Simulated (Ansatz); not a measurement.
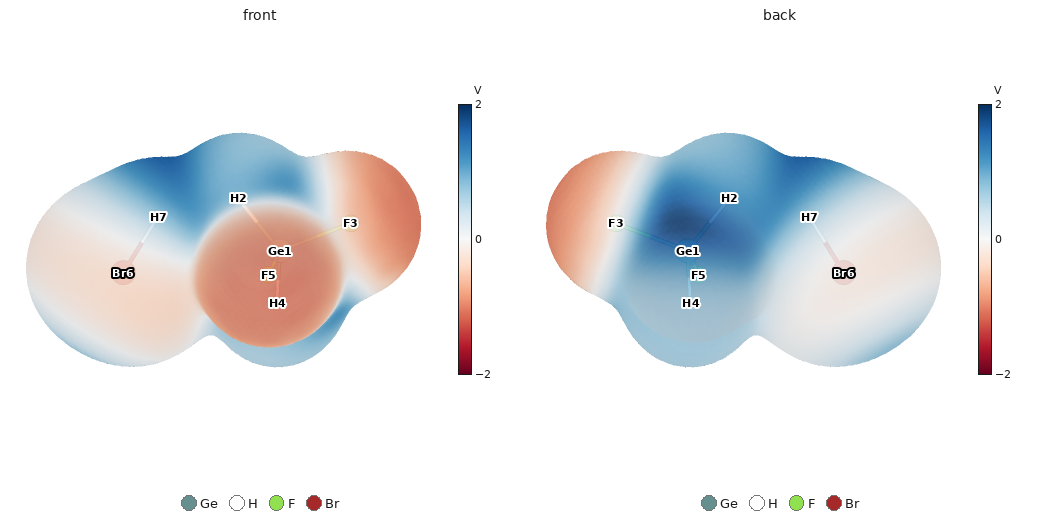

*F₂GeH₂···HBr. The electrostatic potential painted on the density surface at 0.001 e/bohr³, seen from the front and from behind; red is negative and blue positive.*

Not at a stationary point (largest force 1.6 eV/Å).

Method: RKS B3LYP-D4/def2-SVP (Ansatz).

```xyz
7

Ge    0.1790    0.0530   -0.0770
H     0.0826   -0.0687    1.4606
F     1.8655    0.0557   -0.4853
H    -0.4851    1.2448   -0.7638
F    -0.4370   -1.4189   -0.7498
Br   -3.0087    0.2030    1.5955
H    -1.6564   -0.1750    2.1285
```

**Where is the surface potential most negative and most positive?**

The most negative region (about −1.0 V) lies over F3 and F5, the most positive (about +1.8 V) over Ge1. Br6 shows a σ-hole: about +0.8 V at the tip opposite its bond, against about −0.1 V on its flanks.
